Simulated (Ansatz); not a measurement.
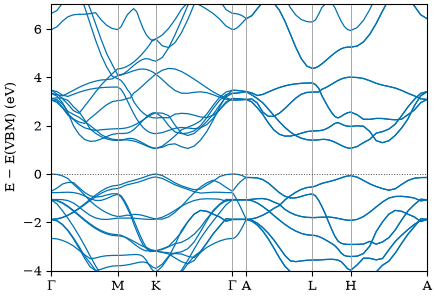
Figure: Band structure from the program Ansatz at the r²SCAN level (PAW)

**Question.** Read off the gap and where the band edges lie.

**Answer.** About 1.1 eV (1.06 eV by a search for the band edges); maximum at Γ, minimum on the K–Γ line, 41 % of the way from K.

The material is Te2Mo in space group P6_3/mmc (No. 194; Te on 4f, Mo on 2c).

The cell was relaxed with r²SCAN under the symmetry of its start. No spin polarisation was allowed. A crystal of weakly bound layers computed without a dispersion correction: the cell and the soft elastic constants depend strongly on that. Spin–orbit coupling is left out wherever it is not named.

Potentials: the earlier of the program's two PAW sets.
